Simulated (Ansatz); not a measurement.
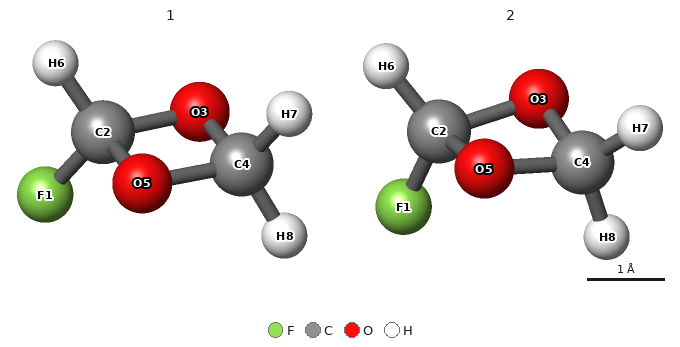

Two geometries of C2H3FO2 (coarse preliminary run), drawn at one scale. One is the start of a relaxation, the other its converged end. A ball-and-stick model, seen at a tilt.

Computed with RKS PBE-D4/def2-SVP in Ansatz 0.2.0. Set-up: force threshold 0.03 eV/Å; at most 200 steps.

> Which one is relaxed?

Structure 1 is the relaxed one. The start comes from a force field. The largest move after the best rigid fit is that of F1, 0.29 Å. By element the largest moves are F 0.29 Å, H 0.26 Å, O 0.21 Å, C 0.06 Å. Near-neighbour distances that change, for instance: C4–H7 1.051 → 1.114 Å, F1–C2 1.308 → 1.364 Å, O3–C4 1.479 → 1.431 Å, C2–O3 1.440 → 1.405 Å. Among the angles between lasting bonds that change: F1–C2–H6 116.4° → 106.9°, O3–C2–O5 88.9° → 94.4°, O3–C4–H8 108.4° → 113.7°. After 6 geometry steps the energy has fallen by 10.3 kcal/mol. Largest force component: 3.3 eV/Å at the start, 0.0024 eV/Å at the end.
